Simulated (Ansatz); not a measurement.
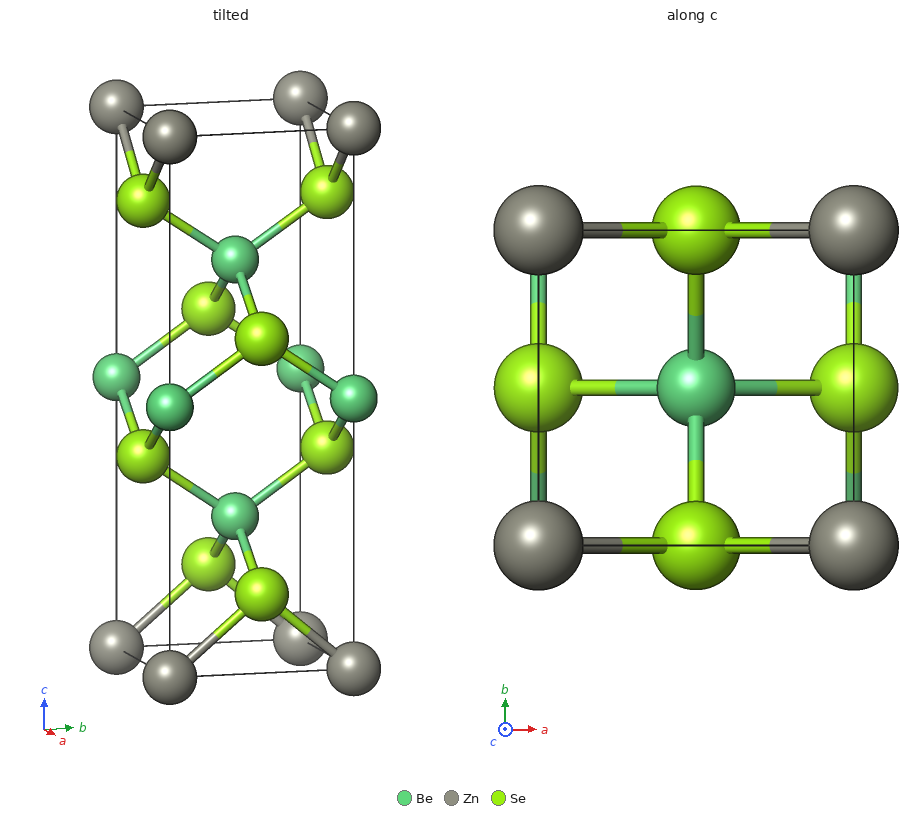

The image is a ball-and-stick drawing of a crystal, viewed slightly off an axis and along the c axis. The edges of the conventional unit cell are marked.

Be3ZnSe4, space group P-4m2 (No. 115), a = 3.746 Å, b = 3.746 Å, c = 10.720 Å, α = 90.00°, β = 90.00°, γ = 90.00°. The structure comes from a structure type filled with these elements by a generator (whether the compound takes this form wasn't checked). Earlier steps of the study may have refined or changed the cell and positions. It went into a calculation with Ansatz.

This one geometry was computed with Ansatz (DFT, plane waves, PAW) at three levels of theory: LDA, PBE and r2SCAN.

Which level gives the highest pressure at this volume, and what does that say about its equilibrium volume?

Highest: PBE (0.0 GPa), which points to the largest equilibrium volume. Lowest, with the smallest volume: LDA (-4.6 GPa). Levels within 0.5 GPa of each other can't be told apart.

How does the band gap change with the level of theory?

LDA: a gap of 2.46 eV, direct; PBE: a gap of 2.61 eV, direct; r2SCAN: a gap of 3.07 eV, direct.

Collect the results in a table.

| level | cutoff (eV) | k-mesh of the run's cell | gap (eV) | pressure (GPa) |
| --- | --- | --- | --- | --- |
| LDA | 420 | 6×6×2 | 2.46 | -4.6 |
| PBE | 420 | 6×6×2 | 2.61 | 0.0 |
| r2SCAN | 500 | 6×6×2 | 3.07 | -1.2 |

Gaps are taken on the k-mesh or band path of each run.
